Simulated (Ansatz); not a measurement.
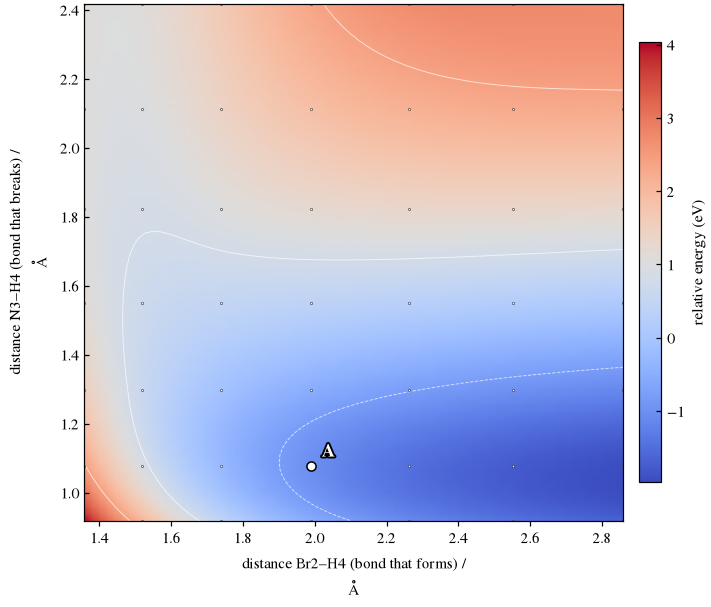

The reacting system BrClH2InN. The first coordinate is: distance Br2–H4 (bond that forms); the second: distance N3–H4 (bond that breaks). Relaxed at each point: all other coordinates. Grid: 7 × 7 points. Points are written as (first, second). Energies are in eV, from a guessed transition structure relaxed with its forming and breaking bonds held. The reference is spin-restricted, so regions where a bond is pulled apart into radicals lie too high. Method: RKS B3LYP-D4/def2-SVP in Ansatz 0.2.0.

Drawn: a smooth colour map with a few white contour lines, dots at the grid points, the point A. Between grid points the surface is interpolated.

Is A at rest? If not, where is it pushed?

A, at (1.990 Å, 1.078 Å), is not a stationary point. The computed force is 2.2 eV for each Å towards larger values of the first coordinate and 0.39 eV for each Å towards smaller values of the second coordinate.
